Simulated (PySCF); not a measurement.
CH4N2O, SMILES `CO.N#N`.

Method: PBE0/def2-SVP; geometry: GFN2-xTB; program: PySCF. The pair's geometry is semi-empirical, so its contact may be too short or too long. Without diffuse functions Rydberg states are missing, so the states' numbers hold for this basis only.

Input script:

```python
import numpy as np
from pyscf import gto, scf, dft, tdscf
from pyscf.scf import atom_ks, atom_hf
from scipy.linalg import block_diag

def solve(mol, dm0=None, hcore=None):
    mf = (dft.UKS if mol.spin else dft.RKS)(mol, xc='pbe0')
    mf.grids.level = 3
    mf = mf.density_fit(auxbasis='def2-universal-jkfit')
    mf.conv_tol, mf.max_cycle = 1e-8, 80
    if hcore is not None:
        mf.get_hcore = lambda *args: hcore
    mf.kernel(dm0)
    if not mf.converged:
        mf = mf.newton().run(mf.mo_coeff, mf.mo_occ, max_cycle=30)
    assert mf.converged, 'SCF not converged'
    return mf

mol = gto.M(atom='''
C     -1.27043    -0.08829    -0.17629
O     -2.64479    -0.07212     0.12193
H     -1.05516    -1.07182    -0.59002
H     -0.65932     0.06067     0.72066
H     -1.00673     0.67387    -0.91692
H     -2.87575     0.78774     0.48848
N      2.88457    -0.27909     0.13318
N      2.02655     0.37285    -0.07888
''', basis='def2-svp', charge=0, spin=0, verbose=4)
mf = solve(mol)
td = mf.TDA()
td.nstates, td.singlet, td.conv_tol = 5, True, 1e-5
td.kernel()
td.analyze()
x, y = np.array([p[0] for p in td.xy]), np.array([p[1] + 0 * p[0] for p in td.xy])
f, mu = td.oscillator_strength(), td.transition_dipole()
nto = [td.get_nto(state=i + 1, verbose=4) for i in range(len(td.e))]
# spherically averaged free atoms, for the promolecule
atm = atom_ks.get_atm_nrks(mol, xc='pbe0')
pro = block_diag(*[(atm[a[0]][2] * atm[a[0]][3]) @ atm[a[0]][2].T for a in mol._atom])
np.savez('result.npz', e=td.e, f=f, ok=td.converged, w=[n[0] for n in nto], nto=[n[1] for n in nto], x=x, y=y, c=mf.mo_coeff, occ=mf.mo_occ, eps=mf.mo_energy, pro=pro, mu=mu)
```

Launched as:

```sh
OMP_NUM_THREADS=1 python input.py
```

The run took 39 s on 1 thread of Arm Neoverse V2, with other jobs on the host, peak memory 0.45 GiB.

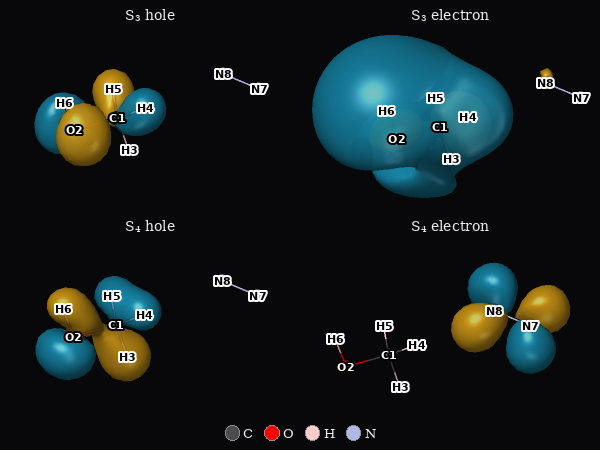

Leading natural transition orbitals (TDA singlet states).

### Describe these excited states.

By state:
- S₃: 7.52 eV (165 nm), f = 0.002 (very weak); the leading pair carries 100 %; hole on O2 (70 %), C1 (12 %) and H4 and H5 (6 % each), electron on H6 (46 %), O2 (20 %) and C1 (14 %); their centroids lie 0.9 Å apart.
- S₄: 7.78 eV (159 nm), f = 0.009, charge transfer, whose energy this functional puts too low; the leading pair carries 100 %; hole on O2 (50 %), C1 (22 %) and H3 (11 %), electron on N7 (49 %) and N8 (48 %); their centroids lie 4.4 Å apart; S₅ lies within 0.1 eV of it.
